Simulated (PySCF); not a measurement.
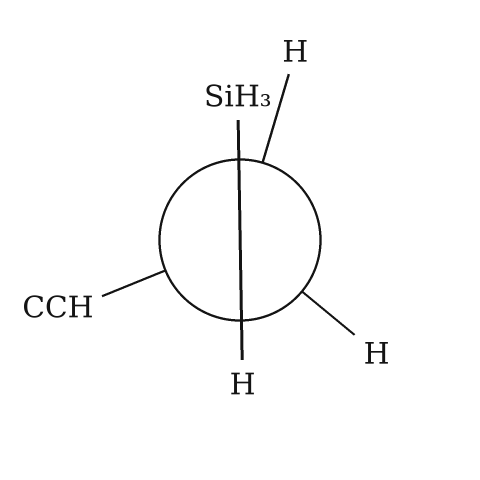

A Newman projection along the N–Si bond, nitrogen in front; angles are drawn as computed, but eclipsed bonds slightly apart. Geometry: an image of a reaction path computed with GFN2-xTB, not a minimum.

Q: Which molecule is it?

A: C2H7NSi2, C#C[SiH2]N[SiH3]

Q: What is the torsion angle from the front SiH3 to the back CCH? The sign is positive where the front bond must turn clockwise to cover the back bond.

A: −111°, anticlinal.
